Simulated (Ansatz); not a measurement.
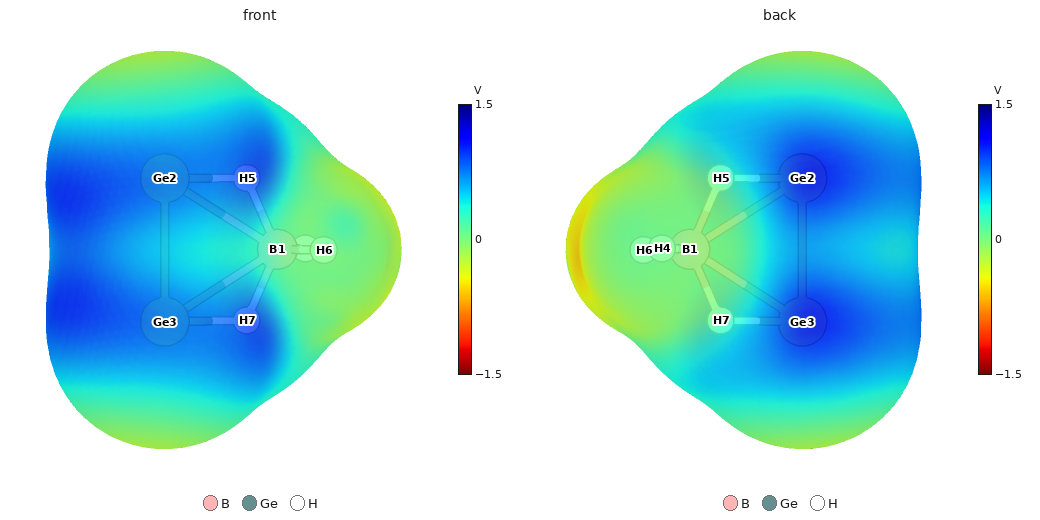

Figure. BGe$_{2}$H$_{4}$ (doublet). The electrostatic potential painted on the density surface at 0.002 e/bohr³, seen from the front and from behind; the colour scale runs from red (negative) to blue (positive).

Geometry: PBE0-D3(BJ)/def2-SVP.

Computed with isolated molecule in a Gaussian basis; Kohn-Sham density functional theory, functional PBE0 (Ansatz).

```xyz
7

B    -1.5785   -1.8519    0.3818
Ge    0.6310   -2.3457    1.3075
Ge    0.1809   -0.1533    0.3395
H    -2.1895   -2.3801   -0.5303
H    -0.8658   -2.9441    0.6255
H    -2.2218   -1.5496    1.3655
H    -1.3126   -0.7679   -0.3354
```

Describe the electrostatic potential map.

Answer. The most negative region (about −0.5 V) lies over H6, the most positive (about +1.1 V) over Ge2 and Ge3.
